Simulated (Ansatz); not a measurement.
## Phonon calculation, with input and output: C₂H₈FNOSi

System: C₂H₈FNOSi, SMILES C[Si](N)(O)CF.
Method: RKS PBE0-D4/def2-SVP (Ansatz 0.2.0).

It belongs to a series of runs on one base structure; here: vibrations at the highest image of the band. Figures and captions count atoms from 1; the log counts them from 0 in places.

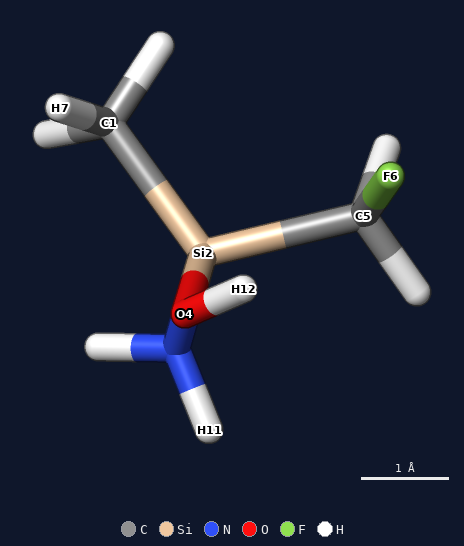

*The input geometry (stick view, seen at a tilt; atoms are numbered from 1 in the order of the input).*

Bond lengths as drawn: C–F 1.40 Å, C–H 1.10 to 1.11 Å, C–Si 1.87 to 1.90 Å, H–N 1.01 Å, H–O 0.96 Å, N–Si 1.72 Å and O–Si 1.67 Å.

## The input
```yaml
crystal:
  periodic: [false, false, false]
  atoms:
    - { symbol: C, position_ang: [-0.448407, -1.602291, 0.613878] }
    - { symbol: Si, position_ang: [0.328557, -0.012289, -0.002479] }
    - { symbol: "N", position_ang: [0.984332, -0.29858, -1.564573] }
    - { symbol: O, position_ang: [1.471803, 0.581327, 1.067386] }
    - { symbol: C, position_ang: [-0.920396, 1.416528, -0.098138] }
    - { symbol: F, position_ang: [-1.052786, 1.9524, 1.184722] }
    - { symbol: H, position_ang: [-0.036797, -1.857023, 1.602173] }
    - { symbol: H, position_ang: [-0.253291, -2.44981, -0.061228] }
    - { symbol: H, position_ang: [-1.539914, -1.505365, 0.719243] }
    - { symbol: H, position_ang: [1.257084, -1.23624, -1.833043] }
    - { symbol: H, position_ang: [1.577078, 0.3917, -2.011554] }
    - { symbol: H, position_ang: [1.10273, 1.262471, 1.642614] }
    - { symbol: H, position_ang: [-0.564776, 2.217288, -0.772032] }
    - { symbol: H, position_ang: [-1.918115, 1.110784, -0.45817] }
basis:
  gaussian: { orbitals: def2-SVP }
hamiltonian:
  xc: pbe0
  dispersion: d4
phonons: {}
```

Run on 2 threads of Intel Xeon (Granite Rapids), 16 GiB of memory available, shared host.

Launched with:
```bash
ansatz run input.yaml --threads 2 --pin off --max-ram 3072MiB --backend cpu --events-out ev --progress --plain --runs-dir out
```

## Log
```
Engine: ansatz 0.2.0, x86_64-unknown-linux-gnu
Functional definition: PBE0
  parameter a = 0.25
  parameter kappa = 0.804
  parameter beta = 0.06672455060314922
  exchange = (1 - a)*pbe_x(kappa = kappa, mu = beta*pi^2/3) + a*exact_x
  correlation = pbe_c(beta = beta)
1375 factors; integrals over basis functions are off by at most 4.2e-4 eV
mean field evaluation 1: about -16305.5481 eV, gradient 7.6e1 eV
mean field evaluation 2: about -16300.0768 eV, gradient 9.0e1 eV
mean field evaluation 4: about -16316.8159 eV, gradient 2.7e0 eV
mean field evaluation 8: about -16316.8534 eV, gradient 5.9e-2 eV
mean field evaluation 16: about -16316.8534 eV, gradient 1.5e-5 eV
mean field -16316.85344276 eV, -599.6333040611 hartree, gradient 1.5e-5 eV, S^2 0.000000; 0 other end points of the search recorded, 0 dependent functions left out
the calculation of the forces begins
reference -16316.85347004 eV, -599.6333050634 hartree; 29, 29 occupied and 99, 99 virtual orbitals, 1375 factors
these checks for a lower state are left out or cut short: stability, starts, cluster_reference, orbital_swaps, neighbouring_geometries, increment
1375 factors; integrals over basis functions are off by at most 4.2e-4 eV
mean field -16316.85330343 eV, -599.6332989406 hartree, gradient 1.2e-6 eV, S^2 0.000000; 0 other end points of the search recorded, 0 dependent functions left out
[... from here on the field's lines of each further geometry are left out, up to the last ...]
the calculation of the forces begins
reference -16316.85345384 eV, -599.6333044680 hartree; 29, 29 occupied and 99, 99 virtual orbitals, 1375 factors
these checks for a lower state are left out or cut short: stability, starts, cluster_reference, orbital_swaps, neighbouring_geometries, increment
1375 factors; integrals over basis functions are off by at most 4.2e-4 eV
mean field -16316.85340814 eV, -599.6333027887 hartree, gradient 1.8e-6 eV, S^2 0.000000; 0 other end points of the search recorded, 0 dependent functions left out
the calculation of the forces begins
reference -16316.85343541 eV, -599.6333037909 hartree; 29, 29 occupied and 99, 99 virtual orbitals, 1375 factors
WARN: phonons: modes at or below zero, which the zero-point energy, F, S and C_V leave out: 1, the lowest at -154.72 cm⁻¹. A minimum has none, and a first-order saddle one
Total energy: -16317.10527672 eV, -599.6425587883 hartree
Atom 0 at    -0.448407    -1.602291     0.613878 Å, force     0.008779    -0.001713     0.001450 eV/Å
Atom 1 at     0.328557    -0.012289    -0.002479 Å, force     0.025144     0.007824     0.016558 eV/Å
Atom 2 at     0.984332    -0.298580    -1.564573 Å, force    -0.019673    -0.011296    -0.006698 eV/Å
Atom 3 at     1.471803     0.581327     1.067386 Å, force    -0.024505    -0.012959    -0.003183 eV/Å
Atom 4 at    -0.920396     1.416528    -0.098138 Å, force    -0.005479     0.003304    -0.013234 eV/Å
Atom 5 at    -1.052786     1.952400     1.184722 Å, force    -0.000893     0.005457     0.002342 eV/Å
Atom 6 at    -0.036797    -1.857023     1.602173 Å, force    -0.001571    -0.002147     0.001820 eV/Å
Atom 7 at    -0.253291    -2.449810    -0.061228 Å, force     0.000270     0.001986    -0.001876 eV/Å
Atom 8 at    -1.539914    -1.505365     0.719243 Å, force    -0.000241     0.002540     0.000208 eV/Å
Atom 9 at     1.257084    -1.236240    -1.833043 Å, force     0.009759     0.001071    -0.003814 eV/Å
Atom 10 at     1.577078     0.391700    -2.011554 Å, force     0.002343     0.004325     0.001261 eV/Å
Atom 11 at     1.102730     1.262471     1.642614 Å, force     0.007195     0.000189     0.001826 eV/Å
Atom 12 at    -0.564776     2.217288    -0.772032 Å, force    -0.001132     0.000085     0.000512 eV/Å
Atom 13 at    -1.918115     1.110784    -0.458170 Å, force     0.000002     0.001335     0.002827 eV/Å
Dipole moment:    -0.019207    -0.149066    -0.360253 e Å
Vibrations: -154.72 55.63 137.31 195.32 218.35 252.86 280.97 288.60 368.97 377.22 427.85 637.46 700.95 708.58 765.32 778.54 841.40 882.59 892.24 960.76 1060.33 1230.41 1268.19 1302.86 1423.34 1432.72 1450.79 1548.03 3049.66 3062.73 3114.12 3163.40 3170.48 3617.64 3717.47 3882.10 cm⁻¹, zero-point energy 2.930068 eV
```

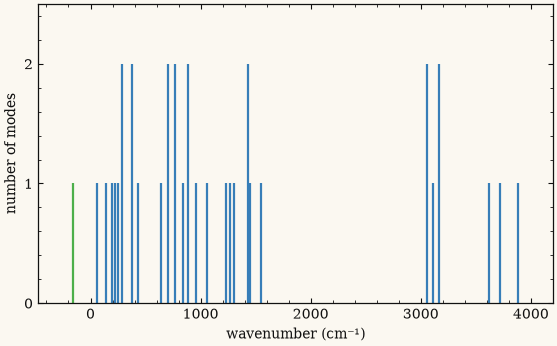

*Harmonic vibrational wavenumbers from the force constants; neighbouring modes closer than 18 cm⁻¹ are counted in one stick, and imaginary ones are drawn at negative wavenumbers.*

36 modes from 155i to 3882 cm⁻¹, 1 imaginary beyond 8i (155i cm⁻¹): a first-order saddle point, if the geometry is stationary.

## Key numbers

| quantity | value |
| --- | --- |
| outcome | converged |
| total energy | −16317.1053 eV |
| mean-field energy | −16316.8535 eV |
| largest force (length of the vector) | 0.031 eV/Å |
| wall time | 2.3 min (CPU time 4.5 min) |
| peak memory | 0.35 GiB |
